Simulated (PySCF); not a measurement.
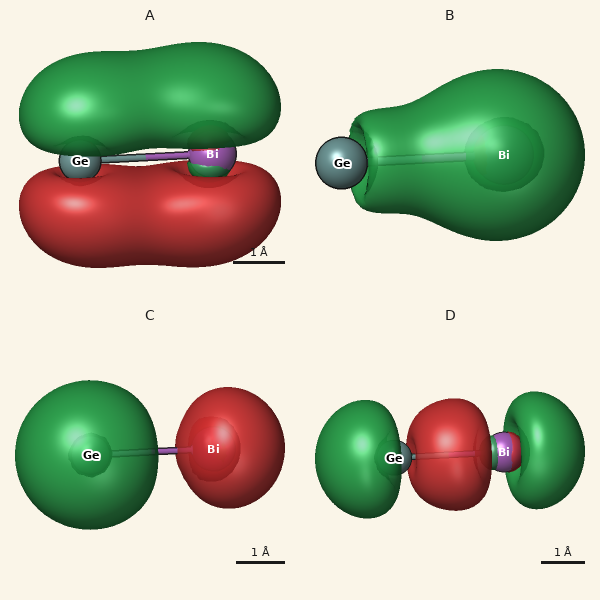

Figure. GeBi (charge +1, triplet). Four frontier β-spin orbitals, each drawn at the value that holds 80 % of its norm (green and red are the two phases), in no order; of a degenerate pair one member is drawn.

Core potentials replace the inner electrons of Bi.

Theory: PBE0/def2-SVP, non-relativistic Hamiltonian with scalar-relativistic core potentials where named, at a bond length of 2.683 Å in PySCF 2.14.0.

Name the orbitals and rank them from lowest to highest energy.

Orbital B: σ, occupied in this spin, −21.60 eV; mainly on Bi (80 %).
Orbital C: σ, occupied in this spin, −17.94 eV; mainly on Ge (75 %).
Orbital D: σ, occupied in this spin, −11.77 eV; shared between the atoms (Ge 50 %, Bi 50 %).
Orbital A: π, empty in this spin, −9.33 eV; bonding, with no node between the atoms.
